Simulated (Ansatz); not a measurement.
A relaxed structure of ZrSe$_{2}$. Space group P-3m1 (No. 164), CdI2 type. Calculation: PBEsol (plane waves to 420 eV, PAW, scalar-relativistic; Ansatz, a quantum-chemistry and plane-wave program).

Space group P-3m1 (No. 164); a = 3.7278 Å, b = 3.7278 Å, c = 6.1346 Å, α = 90.00°, β = 90.00°, γ = 120.00°

```json
[
 {"atom": "Zr", "site": "1a", "symmetry": "-3m.", "x": "0.0000", "y": "0.0000", "z": "0.0000"},
 {"atom": "Se", "site": "2d", "symmetry": "3m.", "x": "0.3333", "y": "0.6667", "z": "0.2590"}
]
```

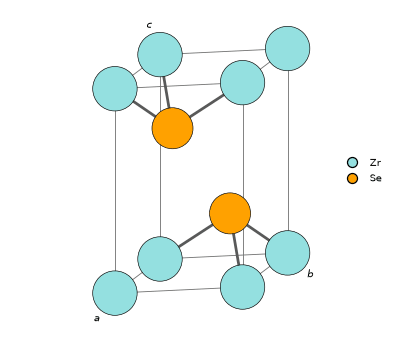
*The conventional cell of the relaxed structure*

For ZrSe2, the volume per atom is 24.61 Å³ and the band gap comes out as 0.08 eV, indirect (valence top at Γ, conduction bottom at L) (no spin-orbit coupling). The smallest direct gap comes out as 1.02 eV at Γ and the bonded framework comes out as layers (metal–metal contacts counted). The shortest distances comes out as Se–Zr 2.68 Å and the k-mesh is 14×14×8.

Band energies at high-symmetry points (eV from the VBM; labels of this space group; no spin-orbit coupling), from −5 eV up to 3.7 eV:

| point | energies |
|---|---|
| Γ | -2.68 -2.68 -0.03 0.00 0.00 1.02 1.02 1.31 |
| M | -4.86 -3.12 -2.91 -2.53 -2.38 -1.40 0.34 2.63 3.05 |
| K | -3.97 -3.79 -3.79 -2.48 -2.48 -1.87 1.80 2.62 2.62 |
| A | -3.73 -2.61 -2.61 -2.43 -0.22 -0.22 0.99 0.99 1.84 |
| L | -4.94 -3.89 -2.76 -2.75 -1.04 -0.99 0.08 2.63 3.03 |
| H | -3.93 -3.93 -3.48 -2.64 -2.16 -2.16 1.86 2.06 2.06 |

No spin polarisation in the result. Without a van der Waals term the distances between weakly bound units are poorly fixed.

Measured for ZrSe2: a 3.77 Å (as listed in Torbjörn Björkman, The Journal of Chemical Physics (2014)); c 6.122 Å (corrected from measurement; as listed in Torbjörn Björkman, The Journal of Chemical Physics (2014)). Computed minus measured — a: PBEsol -1.1 %; c: PBEsol +0.2 %. The computed values are for a static lattice.

The run could not lose the symmetry of its start; a randomly shaken copy of 3 atoms returns to this structure.

Without dispersion the volume is uncertain too.
